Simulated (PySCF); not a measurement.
# C2H6BFN2: NMR shifts at several levels of theory

Aim: compute the NMR shifts of C2H6BFN2 (`C[NH2+][B@H-](F)C#N`) at several levels, and see how far they spread and what each costs.

Programs: PySCF 2.14.0, with density-fitted response routines of our own. Each step states its level of theory. These are calculated values for one molecule in the gas phase, unless marked as measured. Atoms are numbered from 0 throughout.

## 1. Starting geometry

12 atoms, charge 0, multiplicity 1; geometry from: GFN2-xTB.

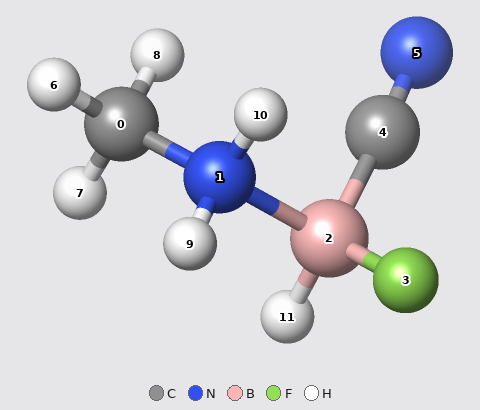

As it starts; carbon grey, nitrogen blue, boron pink, fluorine green, hydrogen white, atoms numbered; sticks join atoms by distance.

## 2. Optimising the geometry at PBE0-D3(BJ)/def2-SVP

Job settings and geometry (Å):

```
{"job": {"xc": "PBE0", "basis": "def2-SVP", "d3": "d3bj", "grid": 1, "kind": "geom"}, "charge": 0, "multiplicity": 1}
C     -1.285476     0.610315    -0.168967
N     -0.472000    -0.416852     0.477542
B      1.000062    -0.736371    -0.239113
F      1.505123    -1.733362     0.584035
C      1.789121     0.609560    -0.148827
N      2.319065     1.626364    -0.095774
H     -2.223392     0.777569     0.362450
H     -1.502159     0.303752    -1.190279
H     -0.718656     1.539247    -0.204383
H     -0.957125    -1.311844     0.509810
H     -0.248164    -0.154346     1.436681
H      0.794800    -1.114718    -1.349201
```

What it wrote:

```text
step   0  E = -313.50829177  max force = 0.027348
step   1  E = -313.51035784  max force = 0.004044
step   2  E = -313.51041570  max force = 0.001382
step   3  E = -313.51042394  max force = 0.000265
optimisation converged
```

It took 14 s on 1 thread, shared host.

Step by step:

```
step  energy from step 0 (eV)  largest force component (eV/Å)
   0                   0.0000                          1.4063
   1                  -0.0562                          0.2080
   2                  -0.0578                          0.0711
   3                  -0.0580                          0.0136
```

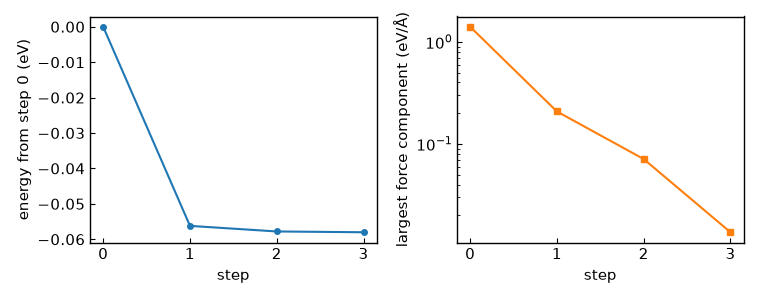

Energy and largest force along the relaxation.

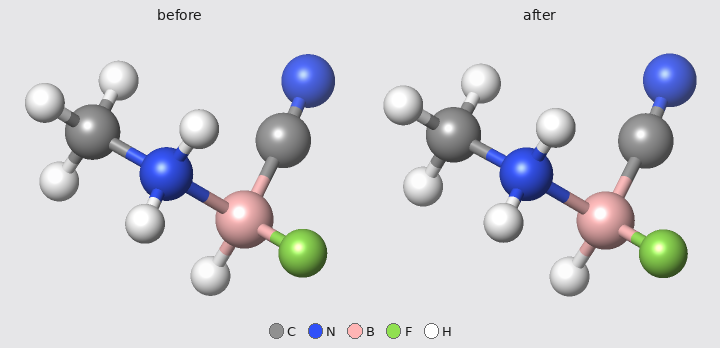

Before and after, at one scale.

Distances of close pairs at the start and the end, largest changes first:

```
  bond  before (Å)  after (Å)  change (Å)
 B2–C4       1.563      1.596      +0.033
B2–H11       1.191      1.223      +0.033
 N1–B2       1.668      1.637      -0.031
 C4–N5       1.148      1.160      +0.012
 C0–H7       1.088      1.097      +0.009
 C0–H8       1.089      1.098      +0.009
 C0–N1       1.461      1.469      +0.008
 C0–H6       1.091      1.098      +0.007
```

The final coordinates are the input of the step that follows.

```
                         at the end point                value
  point group (found at 0.08 Å tolerance)                   C1
rotational constants (GHz, main isotopes)  3.751, 3.175, 1.854
                        dipole moment (D)                 7.28
```

## 3. Nuclear shieldings: PBE0/cc-pVDZ

Job settings and geometry (Å):

```
{"job": {"kind": "nmr", "xc": "PBE0", "basis": "cc-pVDZ", "pop": true}, "charge": 0, "multiplicity": 1}
C     -1.232955     0.793508    -0.222175
N     -0.457452    -0.229890     0.491069
B      1.000357    -0.602732    -0.152800
F      1.491671    -1.595844     0.677467
C      1.820110     0.764498    -0.081617
N      2.338135     1.801234    -0.029604
H     -2.194996     0.982636     0.272845
H     -1.404663     0.452138    -1.250487
H     -0.643303     1.718536    -0.256690
H     -0.970733    -1.113046     0.539072
H     -0.291101     0.051293     1.461340
H      0.778858    -0.952801    -1.303966
```

With the program's defaults for keys left out, this is: GIAO PBE0/cc-pVDZ NMR shielding, non-relativistic, gas phase.

What it wrote:

```text
coarse grid: 10192 points
cycle   1  E = -313.6723400507  dE =  5.257e-01  |g| = 5.860e-01  |ddm| = 6.323e+00
cycle   2  E = -313.5626300800  dE =  1.097e-01  |g| = 9.833e-01  |ddm| = 1.988e+00
cycle   3  E = -313.7375042736  dE = -1.749e-01  |g| = 1.843e-01  |ddm| = 1.185e+00
cycle   4  E = -313.7442000959  dE = -6.696e-03  |g| = 7.479e-02  |ddm| = 2.867e-01
cycle   5  E = -313.7453221384  dE = -1.122e-03  |g| = 1.261e-02  |ddm| = 9.359e-02
cycle   6  E = -313.7453587323  dE = -3.659e-05  |g| = 2.471e-03  |ddm| = 2.466e-02
cycle   7  E = -313.7453600452  dE = -1.313e-06  |g| = 9.330e-04  |ddm| = 4.849e-03
final grid: 99448 points
cycle   8  E = -313.7530326786  dE = -3.688e-05  |g| = 7.091e-03  |ddm| = 5.522e-02
cycle   9  E = -313.7530308444  dE =  1.834e-06  |g| = 7.775e-03  |ddm| = 2.530e-02
cycle  10  E = -313.7530445971  dE = -1.375e-05  |g| = 8.866e-04  |ddm| = 1.266e-02
cycle  11  E = -313.7530447555  dE = -1.585e-07  |g| = 3.168e-04  |ddm| = 1.616e-03
cycle  12  E = -313.7530447713  dE = -1.575e-08  |g| = 1.710e-04  |ddm| = 4.932e-04
cycle  13  E = -313.7530447772  dE = -5.925e-09  |g| = 4.453e-05  |ddm| = 2.148e-04
cycle  14  E = -313.7530447776  dE = -4.264e-10  |g| = 7.616e-06  |ddm| = 6.996e-05
converged SCF energy = -313.7530447776

GIAO shielding tensors (ppm)
atom      isotropic    diamagn.    paramagn.     s11        s22        s33       span
  0 C      170.256     246.614     -76.358    154.846    158.050    197.871     43.025
  1 N      215.040     306.243     -91.203    208.067    213.052    224.001     15.934
  2 B      119.349     196.526     -77.177    107.908    114.306    135.833     27.925
  3 F      393.111     461.950     -68.839    343.875    357.358    478.100    134.225
  4 C       72.913     263.225    -190.312    -36.666    -32.748    288.154    324.820
  5 N      -33.631     340.618    -374.249   -206.543   -189.905    295.556    502.100
  6 H       29.092      28.596       0.496     24.627     26.924     35.726     11.099
  7 H       28.936      30.148      -1.212     25.112     27.046     34.649      9.537
  8 H       28.275      31.094      -2.819     23.648     28.197     32.980      9.332
  9 H       28.939      30.190      -1.251     22.950     26.444     37.422     14.473
 10 H       28.884      31.014      -2.130     24.232     26.023     36.397     12.166
 11 H       28.369      31.514      -3.144     26.517     27.713     30.878      4.361
```

It took 8.1 s on 1 thread, shared host.

The references, computed at this level on geometries of the same kind, shield at (ppm): 1H TMS 31.29, 13C TMS 196.8, 19F CFCl3 200.9, 15N NH3 273.1, 11B BF3·OEt2 113.8. Their shielding less the atom's gives the shift. The references are single molecules in the gas phase, so shifts against H2O, NH3, PH3, H3PO4 or CFCl3 are not on the usual liquid scales and can be off by tens of ppm. Atoms listed in one row are averaged.

```
     atoms                                     environment  σ (ppm)  δ (ppm)
        C4                                  nitrile carbon     72.9    123.8
        C0                       methyl carbon bonded to N    170.3     26.5
       H11           hydrogen on a boron bonded to C, F, N    28.37     2.92
H6, H7, H8         hydrogen on a methyl carbon bonded to N    28.77     2.52
       H10  hydrogen on a donor nitrogen of a Lewis adduct    28.88     2.41
        H9  hydrogen on a donor nitrogen of a Lewis adduct    28.94     2.35
        N5                                nitrile nitrogen    -33.6    306.8
        N1                donor nitrogen of a Lewis adduct    215.0     58.1
        B2                      boron bonded to C, F, N, H    119.3     -5.5
        F3                            fluorine bonded to B    393.1   -192.2
```

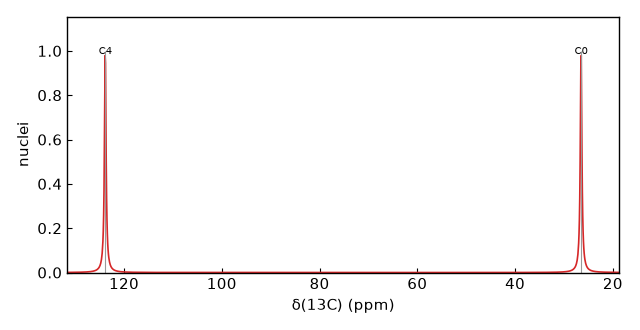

13C lines at the computed shifts, without couplings. Lines are broadened to a width of 0.39 ppm (Lorentzian).

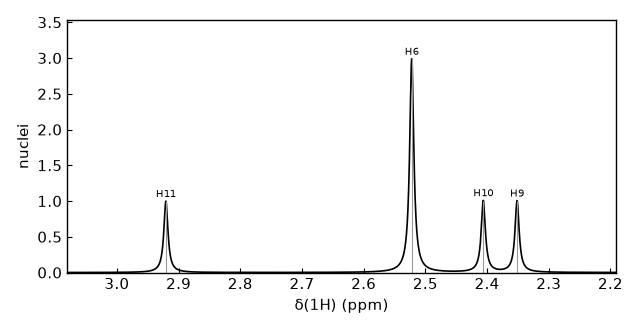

1H lines at the computed shifts, without couplings. Lines are broadened to a width of 0.01 ppm (Lorentzian).

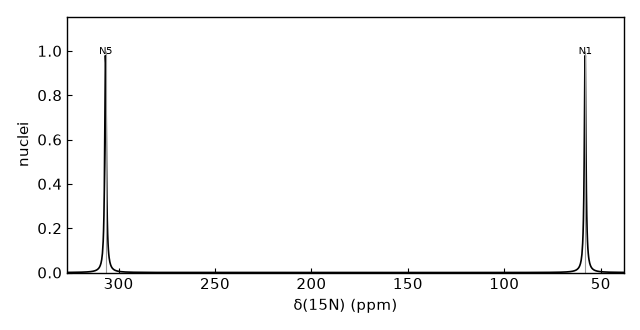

15N lines at the computed shifts, without couplings. Lines are broadened to a width of 0.99 ppm (Lorentzian).

The run also stored atomic charges by several schemes (e):

```
atoms  Mulliken    IAO  Hirshfeld  ESP fit
   C0     -0.04  -0.32      -0.03    -0.21
   N1     -0.02  -0.30      -0.03    -0.27
   B2      0.14   0.19       0.09     0.24
   F3     -0.20  -0.39      -0.19    -0.32
   C4     -0.13  -0.01      -0.03     0.18
   N5     -0.17  -0.25      -0.24    -0.42
```

IAO charges:

```
atom  value (e)
  C0      -0.32
  N1      -0.30
  B2       0.19
  F3      -0.39
  C4      -0.01
  N5      -0.25
  H6       0.15
  H7       0.17
  H8       0.18
  H9       0.30
 H10       0.30
 H11      -0.03
```

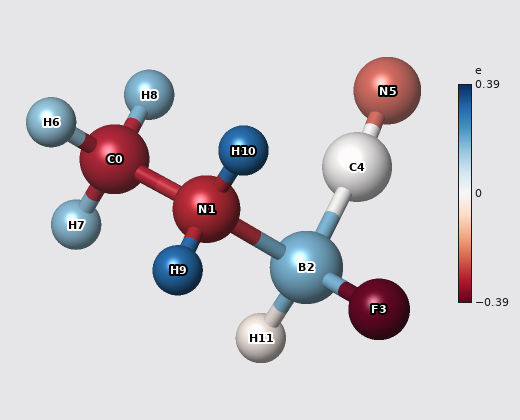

IAO charges, as colours on the atoms.

Mayer bond orders: C0–N1 1.01, N1–B2 0.74, B2–F3 1.24, B2–C4 0.92, C4–N5 3.05.

## 4. Shielding tensors: PBE0/cc-pVTZ

Same as in step 3 but for these lines:

```diff
@@ -1,2 +1,2 @@
-{"job": {"kind": "nmr", "xc": "PBE0", "basis": "cc-pVDZ", "pop": true}, "charge": 0, "multiplicity": 1}
+{"job": {"kind": "nmr", "xc": "PBE0", "basis": "cc-pVTZ", "pop": true}, "charge": 0, "multiplicity": 1}
 C     -1.232955     0.793508    -0.222175
```

Method: GIAO PBE0/cc-pVTZ NMR shielding, non-relativistic, gas phase.

What it wrote:

```text
coarse grid: 10192 points
cycle   1  E = -313.7835783519  dE =  4.812e-01  |g| = 6.100e-01  |ddm| = 6.853e+00
cycle   2  E = -313.6738682717  dE =  1.097e-01  |g| = 1.031e+00  |ddm| = 2.000e+00
cycle   3  E = -313.8507748795  dE = -1.769e-01  |g| = 1.847e-01  |ddm| = 1.201e+00
cycle   4  E = -313.8567808132  dE = -6.006e-03  |g| = 8.854e-02  |ddm| = 2.972e-01
cycle   5  E = -313.8582973407  dE = -1.517e-03  |g| = 1.705e-02  |ddm| = 1.061e-01
cycle   6  E = -313.8583563419  dE = -5.900e-05  |g| = 2.502e-03  |ddm| = 2.757e-02
cycle   7  E = -313.8583575642  dE = -1.222e-06  |g| = 1.094e-03  |ddm| = 5.008e-03
final grid: 99448 points
cycle   8  E = -313.8512197840  dE = -9.902e-05  |g| = 7.860e-03  |ddm| = 9.364e-02
cycle   9  E = -313.8512168941  dE =  2.890e-06  |g| = 8.724e-03  |ddm| = 2.608e-02
cycle  10  E = -313.8512317661  dE = -1.487e-05  |g| = 1.486e-03  |ddm| = 1.315e-02
cycle  11  E = -313.8512320918  dE = -3.257e-07  |g| = 8.210e-04  |ddm| = 2.356e-03
cycle  12  E = -313.8512322292  dE = -1.375e-07  |g| = 1.917e-04  |ddm| = 9.917e-04
cycle  13  E = -313.8512322363  dE = -7.031e-09  |g| = 4.143e-05  |ddm| = 2.819e-04
cycle  14  E = -313.8512322366  dE = -3.505e-10  |g| = 7.734e-06  |ddm| = 6.688e-05
converged SCF energy = -313.8512322366

GIAO shielding tensors (ppm)
atom      isotropic    diamagn.    paramagn.     s11        s22        s33       span
  0 C      160.063     242.670     -82.606    144.316    147.058    188.816     44.500
  1 N      205.545     299.112     -93.568    199.884    204.451    212.298     12.414
  2 B      110.255     188.038     -77.783     98.273    104.181    128.311     30.038
  3 F      385.613     467.124     -81.511    344.057    344.596    468.186    124.128
  4 C       54.868     264.323    -209.454    -63.839    -59.517    287.961    351.800
  5 N      -59.606     336.596    -396.202   -243.984   -225.826    290.992    534.976
  6 H       28.982      28.638       0.343     24.522     26.678     35.745     11.223
  7 H       28.845      29.423      -0.577     24.958     26.936     34.642      9.684
  8 H       28.165      30.117      -1.951     23.559     28.140     32.797      9.238
  9 H       28.587      29.560      -0.974     22.372     26.126     37.261     14.889
 10 H       28.557      30.215      -1.657     23.739     25.617     36.316     12.577
 11 H       28.170      29.875      -1.706     26.389     27.655     30.464      4.075
```

Run time: 26 s. Hardware: 1 thread, shared host.

Key values: δ C4 132.4, C0 27.2, N5 326.4, N1 61.2, H11 3.12, H10 2.73 ppm.

(Part 1 of 2 ends here.)
